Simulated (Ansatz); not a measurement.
## Sn3Br8: geometry relaxation (part 2 of 2)

Sn3Br8; RKS PBE-D4/def2-SVP (Ansatz 0.2.0). The geometry: GFN1-xTB start.

### Trajectory as extended XYZ, continued
```
11
Properties=species:S:1:pos:R:3:forces:R:3 step=9 energy=-577726.41914
Sn   -1.1107    0.9494    1.8866    0.0241   0.0125  -0.0043
Sn   -2.3156   -0.2236   -1.7922   -0.0091  -0.0298  -0.0217
Sn    2.2827   -1.4470    0.1549    0.0220  -0.0309   0.0212
Br    3.9222   -3.1909    0.8723   -0.0175   0.0074  -0.0151
Br   -1.3509    3.4812    2.2036   -0.0061   0.0001   0.0100
Br   -3.5979    0.4917    0.6006   -0.0050  -0.0134   0.0099
Br   -3.1662    1.7514   -3.1844   -0.0078   0.0067  -0.0099
Br    2.8074   -0.8864   -2.2177   -0.0359  -0.0120   0.0775
Br   -0.0737    1.1410   -0.7574    0.0030   0.0689  -0.0093
Br    0.0140   -2.5086    0.4477    0.0476   0.0218  -0.0142
Br    2.5886    0.4419    1.7859   -0.0152  -0.0313  -0.0442
11
Properties=species:S:1:pos:R:3:forces:R:3 step=10 energy=-577726.42750
Sn   -1.1313    0.9957    1.8737    0.0171   0.0511  -0.0367
Sn   -2.2817   -0.1894   -1.8033   -0.0183   0.0071  -0.0002
Sn    2.3601   -1.5286    0.1968   -0.0823  -0.0039  -0.0902
Br    3.9910   -3.2947    0.8398    0.0220  -0.0134   0.0203
Br   -1.4480    3.5192    2.2244   -0.0034  -0.0308   0.0170
Br   -3.6079    0.4744    0.5992    0.0193  -0.0233  -0.0175
Br   -3.1924    1.7444   -3.2204   -0.0136  -0.0150   0.0015
Br    2.7457   -0.9079   -2.1809    0.0139  -0.0118   0.0149
Br   -0.1238    1.2775   -0.7673    0.0218   0.0102   0.0296
Br    0.0580   -2.4951    0.4829   -0.0076  -0.0036   0.0091
Br    2.6303    0.4045    1.7551    0.0310   0.0335   0.0522
11
Properties=species:S:1:pos:R:3:forces:R:3 step=11 energy=-577726.42170 accepted=F
Sn   -1.0641    1.0420    1.8163    0.1620  -0.2351   0.2899
Sn   -2.2133   -0.1900   -1.8208    0.0814  -0.0350  -0.0155
Sn    2.3052   -1.5152    0.1772    0.0388   0.0109   0.1285
Br    3.9017   -3.3095    0.8591   -0.0411   0.0164  -0.0192
Br   -1.5190    3.5056    2.2636   -0.0611   0.2435   0.0143
Br   -3.4966    0.3647    0.6057   -0.1889  -0.0252  -0.0611
Br   -3.2474    1.7044   -3.1929   -0.0319   0.0421  -0.0184
Br    2.7617   -0.9301   -2.1939   -0.0327   0.0092  -0.0129
Br   -0.0801    1.3651   -0.7688    0.0469   0.0102  -0.2082
Br   -0.0176   -2.4336    0.4904    0.0435   0.0185  -0.0276
Br    2.6695    0.3967    1.7640   -0.0169  -0.0554  -0.0699
11
Properties=species:S:1:pos:R:3:forces:R:3 step=12 energy=-577726.43368
Sn   -1.0929    1.0148    1.8587    0.0156   0.0051   0.0041
Sn   -2.2421   -0.1823   -1.8217    0.0014  -0.0138   0.0032
Sn    2.3366   -1.5257    0.1940   -0.0300  -0.0121  -0.0145
Br    3.9560   -3.3048    0.8456   -0.0087   0.0090   0.0026
Br   -1.4862    3.5204    2.2377   -0.0083   0.0062   0.0079
Br   -3.5580    0.4143    0.5960   -0.0017  -0.0155  -0.0133
Br   -3.2270    1.7358   -3.2071   -0.0123   0.0038  -0.0025
Br    2.7367   -0.9173   -2.1830    0.0034  -0.0079   0.0026
Br   -0.1003    1.3188   -0.7781    0.0199   0.0098   0.0051
Br    0.0280   -2.4745    0.4970    0.0075   0.0137  -0.0036
Br    2.6492    0.4005    1.7609    0.0132   0.0017   0.0084
11
Properties=species:S:1:pos:R:3:forces:R:3 step=13 energy=-577726.43774
Sn   -1.0544    1.0404    1.8482   -0.0057   0.0026   0.0339
Sn   -2.1793   -0.1796   -1.8388   -0.0091   0.0222  -0.0144
Sn    2.3126   -1.5265    0.1907    0.0144   0.0155   0.0368
Br    3.9118   -3.3213    0.8516   -0.0243   0.0021  -0.0048
Br   -1.5448    3.5262    2.2537   -0.0085  -0.0002  -0.0071
Br   -3.5006    0.3357    0.5893    0.0098  -0.0097  -0.0060
Br   -3.2609    1.7206   -3.1832    0.0104  -0.0172   0.0147
Br    2.7199   -0.9390   -2.1887   -0.0021  -0.0009  -0.0163
Br   -0.0689    1.3734   -0.7816    0.0057   0.0081  -0.0162
Br   -0.0143   -2.4252    0.5019    0.0116  -0.0023   0.0015
Br    2.6789    0.3952    1.7569   -0.0024  -0.0202  -0.0221
11
Properties=species:S:1:pos:R:3:forces:R:3 step=14 energy=-577726.43937
Sn   -1.0138    1.0862    1.8486   -0.0526   0.0483   0.0448
Sn   -2.0937   -0.1630   -1.8682   -0.0328   0.0966  -0.0202
Sn    2.3004   -1.5289    0.1853    0.0095  -0.0070   0.0920
Br    3.8402   -3.3740    0.8531   -0.0153   0.0216  -0.0174
Br   -1.6518    3.5444    2.2670    0.0063  -0.0661  -0.0266
Br   -3.4155    0.2249    0.5828    0.0260  -0.0001  -0.0054
Br   -3.3053    1.7045   -3.1629    0.0561  -0.0690   0.0578
Br    2.6952   -0.9725   -2.2037   -0.0133   0.0117  -0.0085
Br   -0.0448    1.4684   -0.7729    0.0015  -0.0189  -0.0449
Br   -0.0427   -2.3801    0.5285    0.0290   0.0321  -0.0097
Br    2.7318    0.3903    1.7426   -0.0145  -0.0493  -0.0621
11
Properties=species:S:1:pos:R:3:forces:R:3 step=15 energy=-577726.44127
Sn   -1.0193    1.0930    1.8488   -0.0398   0.0464   0.0556
Sn   -2.0767   -0.1549   -1.8637   -0.0240   0.0655  -0.0282
Sn    2.3005   -1.5425    0.1900    0.0070   0.0254   0.0520
Br    3.8459   -3.3864    0.8435   -0.0257   0.0113  -0.0132
Br   -1.6852    3.5451    2.2539    0.0053  -0.0566  -0.0262
Br   -3.4109    0.2075    0.5859    0.0306   0.0054  -0.0092
Br   -3.2960    1.7061   -3.1556    0.0462  -0.0473   0.0496
Br    2.6757   -0.9694   -2.1987   -0.0048  -0.0083  -0.0172
Br   -0.0274    1.4711   -0.7649   -0.0232  -0.0023  -0.0422
Br   -0.0539   -2.3574    0.5372    0.0352  -0.0020   0.0033
Br    2.7472    0.3879    1.7236   -0.0068  -0.0378  -0.0244
11
Properties=species:S:1:pos:R:3:forces:R:3 step=16 energy=-577726.44415
Sn   -1.0362    1.1033    1.8649   -0.0206   0.0245   0.0130
Sn   -2.0635   -0.1550   -1.8640    0.0120   0.0214   0.0061
Sn    2.3051   -1.5501    0.1932   -0.0018   0.0213  -0.0157
Br    3.8562   -3.3953    0.8184   -0.0107  -0.0144   0.0007
Br   -1.7341    3.5491    2.2197   -0.0014  -0.0201  -0.0068
Br   -3.4041    0.2026    0.5836    0.0105  -0.0108   0.0041
Br   -3.2618    1.7220   -3.1360    0.0036  -0.0003   0.0039
Br    2.6497   -0.9798   -2.2022   -0.0064  -0.0086  -0.0105
Br   -0.0350    1.4750   -0.7510    0.0039  -0.0065  -0.0201
Br   -0.0489   -2.3501    0.5605    0.0137  -0.0148   0.0116
Br    2.7725    0.3781    1.7128   -0.0028   0.0081   0.0136
11
Properties=species:S:1:pos:R:3:forces:R:3 step=17 energy=-577726.44816
Sn   -1.0460    1.1507    1.8751   -0.0435   0.0705  -0.0003
Sn   -1.9770   -0.1310   -1.8652    0.0286  -0.0381   0.0148
Sn    2.3040   -1.5555    0.1909   -0.0460  -0.0240  -0.0791
Br    3.8200   -3.4426    0.7695    0.0189  -0.0126   0.0079
Br   -1.8921    3.5641    2.1576    0.0205  -0.0693  -0.0098
Br   -3.3494    0.1058    0.5859    0.0391   0.0073   0.0045
Br   -3.2186    1.7472   -3.0804   -0.0285   0.0406  -0.0249
Br    2.5704   -1.0159   -2.2261   -0.0012  -0.0079   0.0255
Br    0.0089    1.5251   -0.7249   -0.0113  -0.0062   0.0155
Br   -0.0503   -2.3157    0.6306    0.0001  -0.0019   0.0077
Br    2.8301    0.3678    1.6868    0.0233   0.0416   0.0382
11
Properties=species:S:1:pos:R:3:forces:R:3 step=18 energy=-577726.44815 accepted=F
Sn   -1.0491    1.2049    1.9032   -0.1206   0.1451  -0.0549
Sn   -1.8904   -0.1121   -1.8890    0.0105  -0.0188   0.0552
Sn    2.2851   -1.5692    0.1841   -0.0486  -0.0250  -0.0640
Br    3.7931   -3.4738    0.7308    0.0061  -0.0132  -0.0013
Br   -2.0406    3.5830    2.1135    0.0727  -0.1785  -0.0195
Br   -3.2682    0.0111    0.5780    0.0552   0.0302   0.0083
Br   -3.1928    1.7660   -3.0417   -0.0185   0.0258  -0.0167
Br    2.4974   -1.0472   -2.2463   -0.0141  -0.0140   0.0520
Br    0.0403    1.5664   -0.6876   -0.0044   0.0006   0.0274
Br   -0.0732   -2.2770    0.6997    0.0525   0.0116  -0.0121
Br    2.8985    0.3479    1.6553    0.0092   0.0361   0.0258
11
Properties=species:S:1:pos:R:3:forces:R:3 step=19 energy=-577726.45028
Sn   -1.0556    1.1780    1.8918   -0.0404   0.0563  -0.0167
Sn   -1.9336   -0.1196   -1.8774    0.0204  -0.0332   0.0267
Sn    2.2924   -1.5618    0.1857   -0.0243  -0.0158  -0.0414
Br    3.8118   -3.4525    0.7483    0.0101  -0.0131  -0.0004
Br   -1.9636    3.5728    2.1319    0.0208  -0.0685  -0.0101
Br   -3.3108    0.0637    0.5788    0.0266   0.0100   0.0055
Br   -3.2039    1.7597   -3.0632   -0.0199   0.0320  -0.0183
Br    2.5282   -1.0326   -2.2374   -0.0076  -0.0078   0.0223
Br    0.0256    1.5402   -0.7003   -0.0018   0.0032   0.0141
Br   -0.0585   -2.3051    0.6701    0.0098   0.0084  -0.0020
Br    2.8680    0.3573    1.6717    0.0064   0.0283   0.0203
11
Properties=species:S:1:pos:R:3:forces:R:3 step=20 energy=-577726.45120
Sn   -1.0648    1.2052    1.9051   -0.0544   0.0670  -0.0322
Sn   -1.8761   -0.1084   -1.8821   -0.0022  -0.0054   0.0281
Sn    2.2837   -1.5681    0.1836   -0.0130  -0.0062  -0.0099
Br    3.8015   -3.4714    0.7151   -0.0035   0.0017  -0.0011
Br   -2.0529    3.5738    2.0925    0.0305  -0.0799  -0.0058
Br   -3.2697    0.0155    0.5734    0.0288   0.0133   0.0030
Br   -3.1779    1.7738   -3.0342   -0.0059   0.0088  -0.0106
Br    2.4706   -1.0585   -2.2492   -0.0067  -0.0005   0.0237
Br    0.0484    1.5683   -0.6742   -0.0014  -0.0011   0.0176
Br   -0.0672   -2.2816    0.7141    0.0282   0.0077  -0.0055
Br    2.9042    0.3514    1.6558   -0.0004  -0.0052  -0.0073
11
Properties=species:S:1:pos:R:3:forces:R:3 step=21 energy=-577726.45174
Sn   -1.0728    1.2111    1.9075   -0.0328   0.0420  -0.0239
Sn   -1.8736   -0.1035   -1.8779    0.0049  -0.0172   0.0185
Sn    2.2864   -1.5731    0.1820   -0.0105   0.0030  -0.0003
Br    3.8060   -3.4756    0.7109   -0.0027   0.0007  -0.0067
Br   -2.0694    3.5735    2.0846    0.0205  -0.0521  -0.0037
Br   -3.2699    0.0161    0.5751    0.0166   0.0109   0.0015
Br   -3.1695    1.7777   -3.0380   -0.0077   0.0116  -0.0075
Br    2.4582   -1.0567   -2.2502   -0.0018  -0.0064   0.0176
Br    0.0515    1.5687   -0.6672   -0.0033   0.0048   0.0164
Br   -0.0613   -2.2852    0.7233    0.0180   0.0081  -0.0056
Br    2.9142    0.3471    1.6499   -0.0011  -0.0054  -0.0064
11
Properties=species:S:1:pos:R:3:forces:R:3 step=22 energy=-577726.45213
Sn   -1.0914    1.2211    1.9123    0.0099  -0.0078  -0.0085
Sn   -1.8622   -0.1034   -1.8682    0.0072  -0.0100   0.0016
Sn    2.2892   -1.5773    0.1840    0.0129   0.0052  -0.0029
Br    3.8121   -3.4840    0.6864   -0.0029  -0.0016   0.0038
Br   -2.1003    3.5716    2.0714   -0.0041   0.0114   0.0044
Br   -3.2734    0.0238    0.5734   -0.0060  -0.0052   0.0003
Br   -3.1482    1.7790   -3.0386   -0.0080   0.0048  -0.0082
Br    2.4424   -1.0669   -2.2498   -0.0068   0.0062   0.0015
Br    0.0490    1.5790   -0.6533    0.0090  -0.0013   0.0115
Br   -0.0539   -2.2858    0.7397   -0.0037   0.0071   0.0037
Br    2.9366    0.3428    1.6426   -0.0076  -0.0088  -0.0072
```

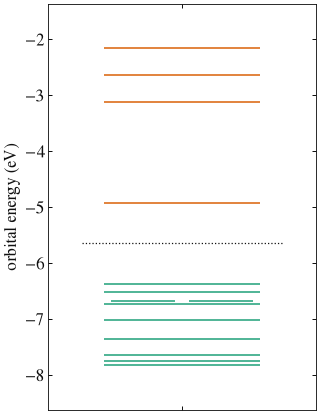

**Figure 1.** Orbital energies near the frontier; the dotted line parts filled from empty levels, and levels within 0.02 eV of each other stand side by side. Highest filled −6.37 eV, lowest empty −4.92 eV, 1.45 eV apart.

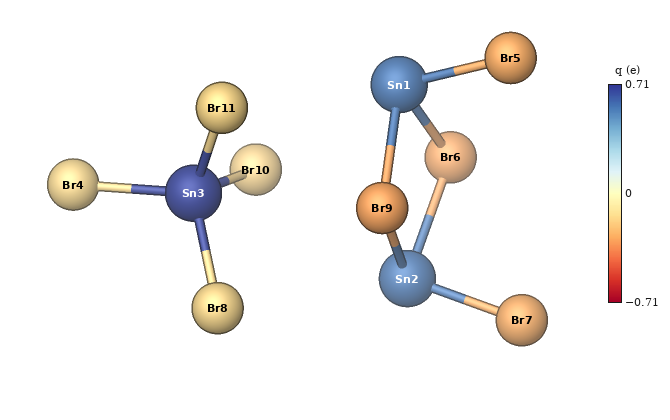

**Figure 2.** Mulliken charges, as the colour of each atom (ball-and-stick view, seen at a tilt; atoms are numbered from 1 in the order of the input; Mulliken charges depend strongly on the basis). By element: Sn +0.56 to +0.68 and Br −0.30 to −0.15 e.

The run was set up as follows.

### The input
```yaml
crystal:
  periodic: [false, false, false]
  atoms:
    - {symbol: Sn, position_ang: [-0.649340, 0.596040, 1.601850]}
    - {symbol: Sn, position_ang: [-2.092370, -0.415290, -1.573740]}
    - {symbol: Sn, position_ang: [1.831420, -0.972910, -0.001910]}
    - {symbol: Br, position_ang: [3.192320, -2.898350, 0.961690]}
    - {symbol: Br, position_ang: [-0.905760, 3.047570, 2.252130]}
    - {symbol: Br, position_ang: [-3.259160, 0.348690, 0.707620]}
    - {symbol: Br, position_ang: [-3.083950, 1.422770, -3.031290]}
    - {symbol: Br, position_ang: [3.044800, -0.745200, -2.228400]}
    - {symbol: Br, position_ang: [0.146960, 1.111430, -0.995270]}
    - {symbol: Br, position_ang: [-0.463500, -2.189970, 0.356200]}
    - {symbol: Br, position_ang: [2.238570, 0.695220, 1.951120]}
basis:
  gaussian: {orbitals: def2-SVP}
hamiltonian: {xc: pbe, dispersion: d4}
scf: {lower_state_search: "off"}
output: {orbitals: {seedname: orbitals}}
relax: {f_tol: 0.03, max_steps: 70}
```

Run as:
```bash
ansatz run in.yaml --threads 4 --pin off --events-out ev --progress --plain --max-ram 6963MiB
```

### Summary

```json
{"quantity": "outcome", "value": "converged"}
{"quantity": "total energy", "value": "−577726.4522 eV"}
{"quantity": "mean-field energy", "value": "−577725.3962 eV"}
{"quantity": "dispersion energy", "value": "−1.0560 eV"}
{"quantity": "HOMO", "value": "−6.37 eV"}
{"quantity": "LUMO", "value": "−4.92 eV"}
{"quantity": "largest force (length of the vector) at the end", "value": "0.015 eV/Å"}
{"quantity": "dipole moment", "value": "5.46 D"}
{"quantity": "hardware", "value": "4 threads of Arm Neoverse N1, 23 GiB of memory available, shared host"}
{"quantity": "wall time", "value": "5.7 min (CPU time 22 min)"}
{"quantity": "peak memory", "value": "1.1 GiB"}
```
